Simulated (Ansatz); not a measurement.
The starting structures come from a database of crystals and need not be the phases stable at ambient conditions.

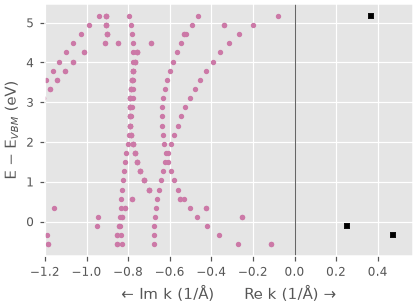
*Complex bands at the centre of the two-dimensional zone; Ansatz (a quantum-chemistry and plane-wave program) with r2SCAN*

No gap correction and no spin-orbit coupling; mid-gap values are interpolated between computed energies.

Problem. This is CsLiMoO$_{4}$ (F-43m, not sure to be the ambient phase, 7 atoms a cell, 21.1 Å³ an atom) along the normal of (111). Read off the slowest decay at the centre of the two-dimensional zone at 2.42 eV, the computed energy nearest the middle of the gap.

Solution. κ ≈ 0.56 1/Å, a decay length 1/(2κ) of the density of 0.89 Å.
